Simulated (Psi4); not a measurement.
# CH5Al (SMILES [CH3][AlH2]): MP2/aug-cc-pVDZ (density fitting, density fitting for correlation, sweep point 1)

Aim: the vertical ionisation energy of CH5Al at MP2/aug-cc-pVDZ (density fitting, density fitting for correlation, sweep point 1), from 2 runs. 

The calculation is run with Psi4 1.11.

### 1 The molecule

CH5Al has 7 atoms, charge 0, and is taken as a singlet. SMILES: `[CH3][AlH2]`. Geometry: relaxed at PBE0-D4/def2-TZVP.

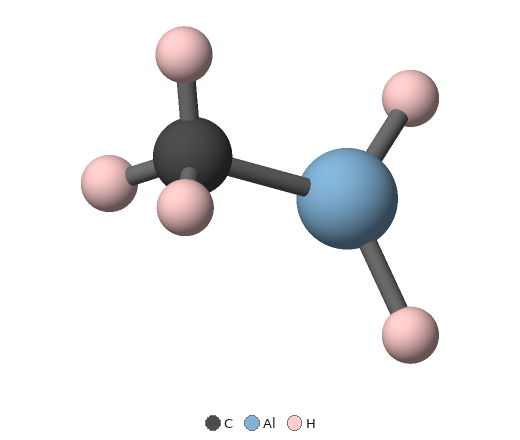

Viewed from a chosen angle; carbon dark grey, aluminium light blue, hydrogen pink.

### 2 A single-point energy at MP2/aug-cc-pVDZ (density fitting, density fitting for correlation, sweep point 1)

Contents of calc.in:

```
memory 1600 MB

molecule {
  0 1
  C     -0.448500    -0.695600    -0.355500
  Al     0.562900     0.778300     0.424700
  H     -1.063100    -1.219600     0.380800
  H     -1.134400    -0.306400    -1.118200
  H      0.193400    -1.425500    -0.855600
  H      0.016000     1.549300     1.703400
  H      1.934800     1.251600    -0.225400
  units angstrom
  symmetry c1
}

set {
  basis           aug-cc-pVDZ
  puream          true
  scf_type        df
  num_frozen_docc 6
}

E = energy("mp2")
print_variables()
```

On the command line:

```bash
$ psi4 calc.in calc.out -n 1
```

calc.out:

```text
[...]
  Running in c1 symmetry.
[...]
  Nuclear repulsion =   50.618451726653156
[...]
  Multiplicity = 1
[...]
  Nalpha       = 12
  Nbeta        = 12
[...]
    Number of basis functions: 95
[...]
   @DF-RHF iter   1:  -282.57784104682815   -7.35772e-01   4.44170e-03 DIIS/ADIIS
[...]
   @DF-RHF iter  10:  -282.68208174780170   -2.61480e-12   2.81091e-09 DIIS
[...]
    Orbital Energies [Eh]
    ---------------------
    Doubly Occupied:
       1A    -58.467649     2A    -11.200797     3A     -4.883521
       4A     -3.198753     5A     -3.195651     6A     -3.195588
       7A     -0.922793     8A     -0.549456     9A     -0.544694
      10A     -0.539356    11A     -0.418190    12A     -0.409178
[...]
  @DF-RHF Final Energy:  -282.68208174780170
   => Energetics <=
    Nuclear Repulsion Energy =             50.6184517266531557
    One-Electron Energy =                -491.5498170778979556
    Two-Electron Energy =                 158.2492836034431036
    Total Energy =                       -282.6820817478017034
[...]
 Multipole Moments:
 ------------------------------------------------------------------------------------
     Multipole            Electronic (a.u.)      Nuclear  (a.u.)        Total (a.u.)
 ------------------------------------------------------------------------------------
 L = 1.  Multiply by 2.5417464519 to convert [e a0] to [Debye]
 Dipole X            :          1.2689987           -1.4049734           -0.1359748
 Dipole Y            :          1.7188232           -1.9307177           -0.2118945
 Dipole Z            :          1.0037103           -1.1061640           -0.1024537
 Magnitude           :                                                    0.2718183
[...]
```

It took 1.4 s on 1 thread of AMD EPYC 9R45 (Zen 5), shared host; peak memory 0.28 GiB.

### 3 The doublet cation, same level

Contents of job.dat:

```
memory 1600 mb

molecule system {
  1 2
  C     -0.448500    -0.695600    -0.355500
  Al     0.562900     0.778300     0.424700
  H     -1.063100    -1.219600     0.380800
  H     -1.134400    -0.306400    -1.118200
  H      0.193400    -1.425500    -0.855600
  H      0.016000     1.549300     1.703400
  H      1.934800     1.251600    -0.225400
  symmetry c1
}

set basis aug-cc-pVDZ
set reference uhf
set puream true
set scf_type df
set num_frozen_docc 6
set maxiter 150

energy_value = energy('mp2')
```

On the command line:

```bash
$ psi4 -i job.dat -o job.out -n 1
```

job.out:

```text
[...]
  Running in c1 symmetry.
[...]
  Nuclear repulsion =   50.618451726653156
[...]
  Multiplicity = 2
[...]
  Nalpha       = 12
  Nbeta        = 11
[...]
    Number of basis functions: 95
[...]
   @DF-UHF iter   1:  -282.16429828431620   -3.22229e-01   4.57513e-03 ADIIS/DIIS
[...]
   @DF-UHF iter  18:  -282.30516576468676    4.42071e-10   4.37580e-09 DIIS
[...]
   @S^2 Observed:                8.418804664E-01
[...]
    Orbital Energies [Eh]
    ---------------------
    Alpha Occupied:
       1A    -58.756521     2A    -11.392212     3A     -5.169521
       4A     -3.487372     5A     -3.482518     6A     -3.478892
       7A     -1.108532     8A     -0.894901     9A     -0.819980
      10A     -0.724115    11A     -0.720983    12A     -0.631797
    Alpha Virtual:
      13A     -0.167234    14A     -0.100765    15A     -0.090557
      16A     -0.084521    17A     -0.076005    18A     -0.061776
      19A     -0.040894    20A     -0.038749    21A     -0.036980
      22A     -0.028975    23A     -0.027319    24A     -0.014536
      25A     -0.006575    26A     -0.005946    27A      0.019581
[...]
  @DF-UHF Final Energy:  -282.30516576468676
   => Energetics <=
    Nuclear Repulsion Energy =             50.6184517266531557
    One-Electron Energy =                -485.5115477319794763
    Two-Electron Energy =                 152.5879302406395652
    Total Energy =                       -282.3051657646867625
  UHF NO Occupations:
  HONO-2 :   10  A 1.9994286
  HONO-1 :   11  A 1.9536268
[...]
 Multipole Moments:
 ------------------------------------------------------------------------------------
     Multipole            Electronic (a.u.)      Nuclear  (a.u.)        Total (a.u.)
 ------------------------------------------------------------------------------------
 L = 1.  Multiply by 2.5417464519 to convert [e a0] to [Debye]
 Dipole X            :          2.1419999           -1.4049734            0.7370265
 Dipole Y            :          3.0203950           -1.9307177            1.0896772
 Dipole Z            :          1.6734034           -1.1061640            0.5672393
 Magnitude           :                                                    1.4326078
[...]
```

It took 1.6 s on 1 thread of AMD EPYC 9R45 (Zen 5), shared host; peak memory 0.28 GiB.

### 4 Results

Level: MP2/aug-cc-pVDZ (density fitting, density fitting for correlation, sweep point 1), 6 core orbitals frozen.

| quantity | value |
| --- | --- |
| singlet CH5Al: total energy | -282.91284 Eh |
| singlet CH5Al: HOMO energy (Hartree–Fock orbitals) | -11.13 eV |
| singlet CH5Al: LUMO energy (Hartree–Fock orbitals) | 0.62 eV |
| singlet CH5Al: HOMO–LUMO gap (Hartree–Fock orbitals) | 11.75 eV |
| singlet CH5Al: correlation energy (6 core orbitals frozen) | -230.8 mEh |
| doublet cation: total energy | -282.51208 Eh |
| doublet cation: HOMO energy (Hartree–Fock orbitals) (highest over α and β) | -16.43 eV |
| doublet cation: LUMO energy (Hartree–Fock orbitals) (lowest over α and β) | -9.21 eV |
| doublet cation: correlation energy (6 core orbitals frozen) | -206.9 mEh |
| doublet cation: ⟨S²⟩ of the reference determinant | 0.842 |
| vertical ionisation energy (to the doublet cation) | 10.905 eV |

**Reading.** The vertical ionisation energy comes to 10.91 eV (1052 kJ/mol).
